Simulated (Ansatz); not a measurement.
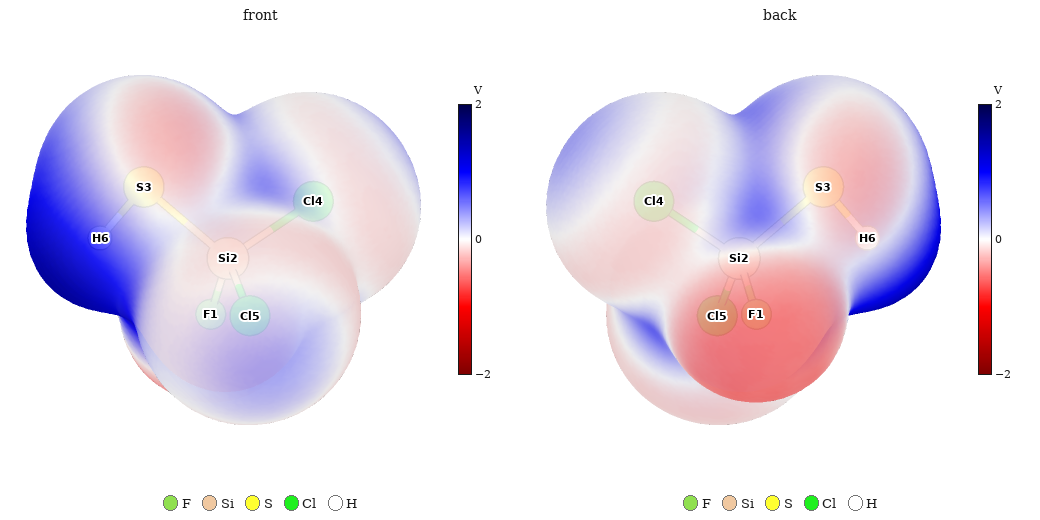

The picture shows: Cl2FHSSi (SMILES F[Si](S)(Cl)Cl). The molecular electrostatic potential painted on the density surface at 0.001 e/bohr³, seen from the front and from behind; the colour scale runs from red (negative) to blue (positive).

Geometry: PBE0-D4/def2-TZVP.

These are results of Ansatz 0.2.0, RKS PBE0-D4/def2-TZVPP, not measurements.

```
atom    x (Å)    y (Å)    z (Å)
   F   0.9837  -0.8147  -1.2061
  Si  -0.1667  -0.0992  -0.3902
   S   0.0508  -0.3972   1.6762
  Cl  -1.9337  -0.9169  -0.9331
  Cl  -0.0886   1.8564  -0.9171
   H   1.1966   0.3074   1.7242
```

> Describe the electrostatic potential map.

The most negative region (about −0.6 V) lies over F1, the most positive (about +1.5 V) over H6. Cl4 shows a σ-hole: about +0.3 V at the tip opposite its bond, against about −0.1 V on its flanks.
